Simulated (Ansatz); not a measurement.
# C2H6FSi (charge +1): rotation by 180° about the C2–Si3 bond

Aim: the minimum-energy path and barrier of the rotation by 180° about the C2–Si3 bond. The ends are relaxed first, then joined by a nudged elastic band. SMILES of the start: CC[SiH+]F.

Method: RHF/def2-SVPD, in Ansatz 0.2.0.

### 1 The starting structure

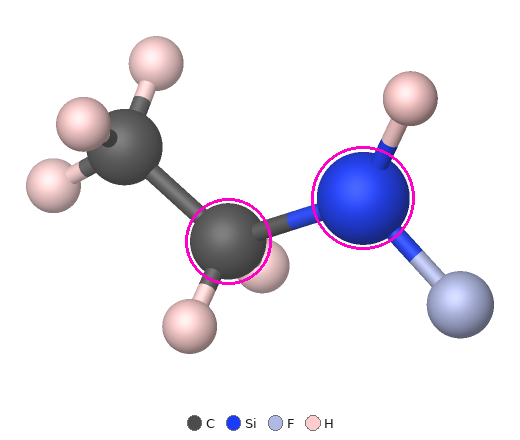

The starting structure, seen from a chosen angle (carbon dark grey, silicon blue, fluorine light blue, hydrogen pink). Ringed: C2, Si3.

Structure file:

```xyz
10

C     0.2282    1.3486   -0.0478
C    -0.5646    0.0313    0.0641
Si    0.3888   -1.5785   -0.0203
F    -0.5661   -2.8266    0.1179
H    -0.4637    2.1832    0.0202
H     0.7493    1.4254   -0.9970
H     0.9532    1.4511    0.7536
H    -1.1288    0.0373    1.0118
H    -1.3300    0.0108   -0.7300
H     1.7337   -2.0827   -0.1725
```

### 2 Relaxing end A

Input file input.yaml:

```yaml
crystal:
  periodic: [false, false, false]
  atoms:
    - { symbol: C, position_ang: [0.22822, 1.34858, -0.04784] }
    - { symbol: C, position_ang: [-0.56462, 0.03127, 0.06408] }
    - { symbol: Si, position_ang: [0.38876, -1.5785, -0.02034] }
    - { symbol: F, position_ang: [-0.56606, -2.82658, 0.11794] }
    - { symbol: H, position_ang: [-0.46368, 2.18323, 0.02024] }
    - { symbol: H, position_ang: [0.74929, 1.42544, -0.99696] }
    - { symbol: H, position_ang: [0.95321, 1.45114, 0.75356] }
    - { symbol: H, position_ang: [-1.1288, 0.03733, 1.01185] }
    - { symbol: H, position_ang: [-1.32999, 0.01079, -0.73001] }
    - { symbol: H, position_ang: [1.73366, -2.08271, -0.17251] }
total_charge: 1
basis:
  gaussian: { orbitals: def2-SVPD }
hamiltonian:
  xc: hf
relax:
  f_tol: 0.015
  max_steps: 40
```

Launch:

```sh
ansatz run input.yaml --threads 2 --pin off --max-ram 3072MiB --backend cpu --events-out ev --progress --plain --runs-dir out
```

The log of the run (excerpt; [...] marks lines left out):

```text
Warning: RAYON_NUM_THREADS=2 ignored (pool sized by the plan → 2); use --threads N
[...]
Functional definition: HF
[...]
1414 factors; integrals over basis functions are off by at most 4.1e-4 eV
[...]
mean field -12711.65492091 eV, -467.1447020744 hartree, gradient 1.4e-5 eV, S^2 0.000000; 0 other end points of the search recorded, 0 dependent functions left out
[...]
reference -12711.65492091 eV, -467.1447020744 hartree; 20, 20 occupied and 115, 115 virtual orbitals, 1414 factors
relax step   1: F+E_penalty+E_count = -12711.65492091 eV  Δ(F+E_penalty+E_count) = +0.000e0 eV  max|allowed force component| = 1.634e0 eV/Å  Δτ_max = 0.0000 Å  (34 SCF iters, accepted)
[...]
Atom 2 at     0.290023    -1.550425    -0.009277 Å, force    -0.000512    -0.001929     0.000408 eV/Å
Atom 3 at    -0.522871    -2.879352     0.115159 Å, force     0.000284     0.000507    -0.000388 eV/Å
Atom 4 at    -0.373239     2.176862     0.007108 Å, force     0.000231     0.001036    -0.000143 eV/Å
Atom 5 at     0.794586     1.334818    -1.002316 Å, force    -0.000503     0.000406     0.000090 eV/Å
Atom 6 at     0.994977     1.364243     0.755068 Å, force    -0.000746     0.000346    -0.000791 eV/Å
Atom 7 at    -1.177412     0.015864     1.011403 Å, force    -0.000198    -0.000118     0.000597 eV/Å
Atom 8 at    -1.375944    -0.011374    -0.717186 Å, force    -0.000254    -0.001149     0.000267 eV/Å
Atom 9 at     1.718554    -1.788175    -0.179465 Å, force    -0.000983     0.000040     0.000188 eV/Å
Dipole moment:     0.334415     0.166653    -0.045340 e Å
```

Wall time 16 s (2 threads of Arm Neoverse V1, shared host); peak memory 0.31 GiB.

Relaxation path:

| step | energy from step 1 (eV) | largest force component (eV/Å) |
| --- | --- | --- |
| 1 | 0.0000 | 1.6342 |
| 2 | -0.1065 | 0.4244 |
| 3 | -0.1245 | 0.1939 |
| 4 | -0.1315 | 0.0820 |
| 5 | -0.1319 | 0.1325 |
| 6 | -0.1328 | 0.0310 |
| 7 | -0.1329 | 0.0025 |

Step 1 is the start.

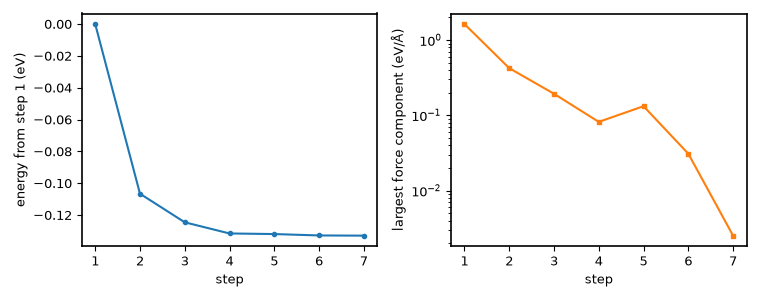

How energy and force went from step to step.

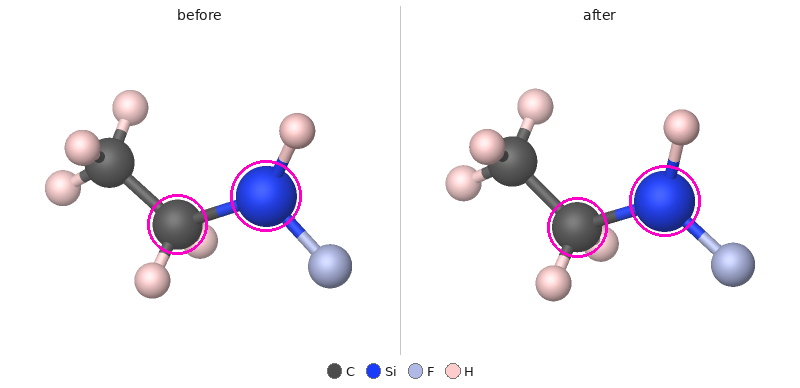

The structure before (left) and after (right), drawn at the same scale.

After: Bond lengths: C1–C2 1.540 Å, C2–Si3 1.830 Å, Si3–F4 1.563 Å, C1–H5 1.087 Å, C1–H6 1.090 Å, C1–H7 1.090 Å, C2–H8 1.097 Å, C2–H9 1.097 Å, Si3–H10 1.458 Å. Angles (14 of 15 angles, heavy atoms first): C1–C2–Si3 115.2°, C2–Si3–F4 118.6°, C1–C2–H8 112.2°, C1–C2–H9 112.2°, Si3–C2–H8 105.8°, Si3–C2–H9 105.8°, C2–C1–H5 108.8°, C2–C1–H6 111.9°, C2–C1–H7 111.9°, C2–Si3–H10 129.1°, F4–Si3–H10 112.3°, H8–C2–H9 104.9°, H5–C1–H6 107.8°, H5–C1–H7 107.8°.

### 3 End point B

The second end starts from a geometry with the move made by hand.

input.yaml, as its differences from that of step 2:

```diff
@@ -6,3 +6,3 @@
     - { symbol: Si, position_ang: [0.38876, -1.5785, -0.02034] }
-    - { symbol: F, position_ang: [-0.56606, -2.82658, 0.11794] }
+    - { symbol: F, position_ang: [1.93459, -1.32833, -0.21095] }
     - { symbol: H, position_ang: [-0.46368, 2.18323, 0.02024] }
@@ -12,3 +12,3 @@
     - { symbol: H, position_ang: [-1.32999, 0.01079, -0.73001] }
-    - { symbol: H, position_ang: [1.73366, -2.08271, -0.17251] }
+    - { symbol: H, position_ang: [0.18914, -3.00809, 0.03042] }
 total_charge: 1
```

Launch:

```sh
ansatz run input.yaml --threads 2 --pin off --max-ram 3072MiB --backend cpu --events-out ev --progress --plain --runs-dir out
```

The log of the run (excerpt; [...] marks lines left out):

```text
Warning: RAYON_NUM_THREADS=2 ignored (pool sized by the plan → 2); use --threads N
[...]
[... 1 set-up line as earlier in the session ...]
[...]
1414 factors; integrals over basis functions are off by at most 4.8e-4 eV
[...]
mean field -12711.64184866 eV, -467.1442216779 hartree, gradient 1.5e-5 eV, S^2 0.000000; 0 other end points of the search recorded, 0 dependent functions left out
[...]
reference -12711.64184866 eV, -467.1442216779 hartree; 20, 20 occupied and 115, 115 virtual orbitals, 1414 factors
[...]
Atom 5 at     0.739105     1.456010    -0.998402 Å, force    -0.001711    -0.004300    -0.000129 eV/Å
Atom 6 at     0.943600     1.484027     0.754934 Å, force    -0.001133    -0.002599     0.000590 eV/Å
Atom 7 at    -1.095626    -0.059954     1.003377 Å, force    -0.000760     0.002210     0.001386 eV/Å
Atom 8 at    -1.296392    -0.087511    -0.722268 Å, force    -0.001205     0.001594     0.000566 eV/Å
Atom 9 at    -0.002124    -2.875712     0.045785 Å, force     0.001619     0.002643     0.000694 eV/Å
Dipole moment:    -0.602885    -0.424117     0.078274 e Å
```

Wall time 20 s (2 threads of Arm Neoverse V1, shared host); peak memory 0.31 GiB.

Relaxation path:

| step | energy from step 1 (eV) | largest force component (eV/Å) |
| --- | --- | --- |
| 1 | 0.0000 | 1.4967 |
| 2 | -0.1210 | 0.4586 |
| 3 | -0.1442 | 0.2687 |
| 4 | -0.1549 | 0.1017 |
| 5 | -0.1550 | 0.1133 |
| 6x | -0.1539 | 0.2042 |
| 7 | -0.1551 | 0.1857 |
| 8 | -0.1561 | 0.0296 |
| 9 | -0.1562 | 0.0080 |

Step 1 is the start. 1 step was tried and not accepted (marked x).

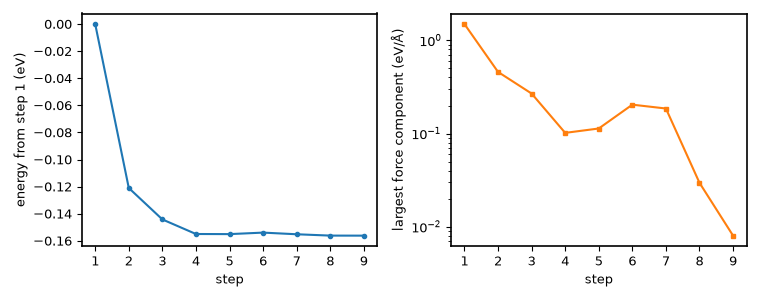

How energy and force went from step to step.

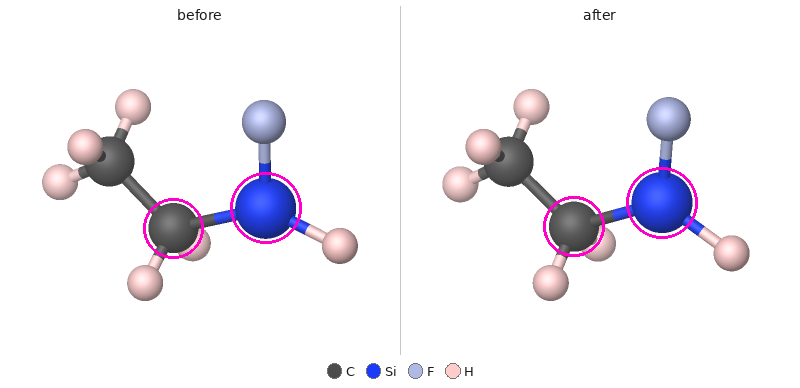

The structure before (left) and after (right), drawn at the same scale.

After: Bond lengths: C1–C2 1.540 Å, C2–Si3 1.827 Å, Si3–F4 1.563 Å, C1–H5 1.087 Å, C1–H6 1.089 Å, C1–H7 1.089 Å, C2–H8 1.099 Å, C2–H9 1.099 Å, Si3–H10 1.458 Å. Angles (14 of 15 angles, heavy atoms first): C1–C2–Si3 116.9°, C2–Si3–F4 120.2°, C1–C2–H8 112.2°, C1–C2–H9 112.1°, Si3–C2–H8 105.1°, Si3–C2–H9 105.0°, C2–C1–H5 108.7°, C2–C1–H6 111.7°, C2–C1–H7 111.7°, C2–Si3–H10 127.4°, F4–Si3–H10 112.4°, H8–C2–H9 104.5°, H5–C1–H6 108.1°, H5–C1–H7 108.1°.

### 4 Nudged elastic band

crystal.atoms is end A as relaxed above, and neb.final_atoms is end B, turned to lie on A. With 9 inner images the band has 11 in all. The start path is listed, through a guess of the saddle.

Input file input.yaml:

```yaml
crystal:
  periodic: [false, false, false]
  atoms:
    - { symbol: C, position_ang: [0.264818, 1.298511, -0.050941] }
    - { symbol: C, position_ang: [-0.613503, 0.039019, 0.070456] }
    - { symbol: Si, position_ang: [0.290023, -1.550425, -0.009277] }
    - { symbol: F, position_ang: [-0.522871, -2.879352, 0.115159] }
    - { symbol: H, position_ang: [-0.373239, 2.176862, 0.007108] }
    - { symbol: H, position_ang: [0.794586, 1.334818, -1.002316] }
    - { symbol: H, position_ang: [0.994977, 1.364243, 0.755068] }
    - { symbol: H, position_ang: [-1.177412, 0.015864, 1.011403] }
    - { symbol: H, position_ang: [-1.375944, -0.011374, -0.717186] }
    - { symbol: H, position_ang: [1.718554, -1.788175, -0.179465] }
total_charge: 1
basis:
  gaussian: { orbitals: def2-SVPD }
hamiltonian:
  xc: hf
neb:
  order_check: false
  images: 9
  f_tol: 0.03
  max_iterations: 60
  final_atoms:
    - { symbol: C, position_ang: [0.26097681, 1.28513821, -0.04862014] }
    - { symbol: C, position_ang: [-0.63067522, 0.03581053, 0.07061867] }
    - { symbol: Si, position_ang: [0.20545192, -1.58690572, 0.00138247] }
    - { symbol: F, position_ang: [1.75649169, -1.66431714, -0.17366452] }
    - { symbol: H, position_ang: [-0.36929414, 2.16919319, 0.00813001] }
    - { symbol: H, position_ang: [0.79471422, 1.31024548, -0.99699938] }
    - { symbol: H, position_ang: [0.99081174, 1.33736516, 0.75730977] }
    - { symbol: H, position_ang: [-1.2028477, 0.0225788, 1.00878345] }
    - { symbol: H, position_ang: [-1.39534983, -0.00414836, -0.71781599] }
    - { symbol: H, position_ang: [-0.41029049, -2.90496915, 0.09088464] }
  initial_path:
    images:
      - { positions_ang: [[0.264818, 1.298511, -0.050941], [-0.613503, 0.039019, 0.070456], [0.290023, -1.550425, -0.009277], [-0.522871, -2.879352, 0.115159], [-0.373239, 2.176862, 0.007108], [0.794586, 1.334818, -1.002316], [0.994977, 1.364243, 0.755068], [-1.177412, 0.015864, 1.011403], [-1.375944, -0.011374, -0.717186], [1.718554, -1.788175, -0.179465]] }
      - { positions_ang: [[0.24925905, 1.30013619, -0.07971132], [-0.6017209, 0.03885723, 0.11068575], [0.30083673, -1.56041714, 0.02257647], [-0.40086604, -2.76380897, -0.15577626], [-0.39140435, 2.17459394, -0.0061419], [0.72626201, 1.31864207, -1.05102526], [1.01404913, 1.38729132, 0.6804246], [-1.11442012, 0.04758039, 1.07351626], [-1.39975657, -0.01929925, -0.63334921], [1.61775005, -1.92358478, 0.03880988]] }
      - { positions_ang: [[0.23370011, 1.30176139, -0.10848164], [-0.58993879, 0.03869546, 0.15091549], [0.31165046, -1.57040929, 0.05442994], [-0.27886109, -2.64826594, -0.42671152], [-0.40956969, 2.17232589, -0.0193918], [0.65793802, 1.30246613, -1.09973451], [1.03312127, 1.41033963, 0.60578119], [-1.05142824, 0.07929678, 1.13562952], [-1.42356914, -0.02722451, -0.54951242], [1.5169461, -2.05899455, 0.25708476]] }
      - { positions_ang: [[0.21814116, 1.30338658, -0.13725196], [-0.57815669, 0.03853369, 0.19114524], [0.32246418, -1.58040143, 0.08628341], [-0.15685613, -2.53272291, -0.69764678], [-0.42773504, 2.17005783, -0.03264171], [0.58961404, 1.2862902, -1.14844377], [1.0521934, 1.43338795, 0.53113779], [-0.98843636, 0.11101318, 1.19774278], [-1.44738171, -0.03514976, -0.46567563], [1.41614215, -2.19440433, 0.47535963]] }
      - { positions_ang: [[0.20258222, 1.30501177, -0.16602228], [-0.56637458, 0.03837192, 0.23137498], [0.33327791, -1.59039358, 0.11813688], [-0.03485118, -2.41717987, -0.96858204], [-0.44590039, 2.16778977, -0.04589161], [0.52129005, 1.27011427, -1.19715302], [1.07126553, 1.45643626, 0.45649439], [-0.92544448, 0.14272957, 1.25985603], [-1.47119429, -0.04307501, -0.38183884], [1.31533821, -2.32981411, 0.69363451]] }
      - { positions_ang: [[0.18702327, 1.30663697, -0.1947926], [-0.55459248, 0.03821015, 0.27160473], [0.34409164, -1.60038572, 0.14999035], [0.08715378, -2.30163684, -1.2395173], [-0.46406573, 2.16552171, -0.05914151], [0.45296606, 1.25393834, -1.24586228], [1.09033767, 1.47948458, 0.38185098], [-0.86245261, 0.17444596, 1.32196929], [-1.49500686, -0.05100026, -0.29800205], [1.21453426, -2.46522388, 0.91190939]] }
      - { positions_ang: [[0.20181398, 1.30233722, -0.16555811], [-0.56980902, 0.03773022, 0.23140752], [0.3163637, -1.59768972, 0.12026878], [0.42102136, -2.1741729, -1.02634675], [-0.44511142, 2.16625601, -0.04568721], [0.52131569, 1.26519977, -1.1960897], [1.07043248, 1.4510607, 0.45694274], [-0.93053162, 0.14407253, 1.25933212], [-1.47507545, -0.04162988, -0.38196484], [0.88956931, -2.55317294, 0.74770444]] }
      - { positions_ang: [[0.21660469, 1.29803747, -0.13632361], [-0.58502557, 0.0372503, 0.19121031], [0.28863575, -1.59499372, 0.0905472], [0.75488894, -2.04670896, -0.81317619], [-0.4261571, 2.16699031, -0.0322329], [0.58966533, 1.27646119, -1.14631712], [1.0505273, 1.42263681, 0.5320345], [-0.99861064, 0.1136991, 1.19669496], [-1.45514405, -0.0322595, -0.46592763], [0.56460436, -2.64112199, 0.58349949]] }
      - { positions_ang: [[0.23139539, 1.29373772, -0.10708912], [-0.60024212, 0.03677037, 0.1510131], [0.26090781, -1.59229772, 0.06082562], [1.08875652, -1.91924502, -0.60000563], [-0.40720278, 2.1677246, -0.0187786], [0.65801496, 1.28772262, -1.09654454], [1.03062211, 1.39421293, 0.60712625], [-1.06668966, 0.08332567, 1.13405779], [-1.43521264, -0.02288912, -0.54989041], [0.23963941, -2.72907104, 0.41929454]] }
      - { positions_ang: [[0.2461861, 1.28943796, -0.07785463], [-0.61545867, 0.03629045, 0.11081589], [0.23317986, -1.58960172, 0.03110405], [1.42262411, -1.79178108, -0.38683508], [-0.38824846, 2.1684589, -0.00532429], [0.72636459, 1.29898405, -1.04677196], [1.01071693, 1.36578904, 0.68221801], [-1.13476868, 0.05295223, 1.07142062], [-1.41528124, -0.01351874, -0.6338532], [-0.08532554, -2.8170201, 0.25508959]] }
      - { positions_ang: [[0.26097681, 1.28513821, -0.04862014], [-0.63067522, 0.03581053, 0.07061867], [0.20545192, -1.58690572, 0.00138247], [1.75649169, -1.66431714, -0.17366452], [-0.36929414, 2.16919319, 0.00813001], [0.79471422, 1.31024548, -0.99699938], [0.99081174, 1.33736516, 0.75730977], [-1.2028477, 0.0225788, 1.00878345], [-1.39534983, -0.00414836, -0.71781599], [-0.41029049, -2.90496915, 0.09088464]] }
```

Launch:

```sh
ansatz run input.yaml --threads 2 --pin off --max-ram 3072MiB --backend cpu --events-out ev --progress --plain --runs-dir out
```

The log of the run (excerpt; [...] marks lines left out):

```text
Warning: RAYON_NUM_THREADS=2 ignored (pool sized by the plan → 2); use --threads N
[...]
[... 1 set-up line as earlier in the session ...]
[...]
1414 factors; integrals over basis functions are off by at most 5.2e-4 eV
[...]
mean field -12711.78779252 eV, -467.1495850160 hartree, gradient 1.2e-5 eV, S^2 0.000000; 0 other end points of the search recorded, 0 dependent functions left out
[...]
reference -12711.78779252 eV, -467.1495850160 hartree; 20, 20 occupied and 115, 115 virtual orbitals, 1414 factors
[...]
Atom 6 at     1.138342     1.342801     0.424620 Å, force    -0.000195     0.000001    -0.001130 eV/Å
Atom 7 at    -0.914285     0.099001     1.290593 Å, force    -0.003153     0.000580    -0.000147 eV/Å
Atom 8 at    -1.543262    -0.030124    -0.357181 Å, force     0.000516    -0.000408    -0.000718 eV/Å
Atom 9 at     1.355272    -2.068696     0.884675 Å, force    -0.002765    -0.000079    -0.000342 eV/Å
Dipole moment:     0.142927     0.032725     0.524418 e Å
this run last wrote the band of iteration 11 to <dir>
```

Run time: 3.2 min. Hardware: 2 threads of Arm Neoverse V1, shared host; peak memory 0.32 GiB.

[end of part 1 of 2]
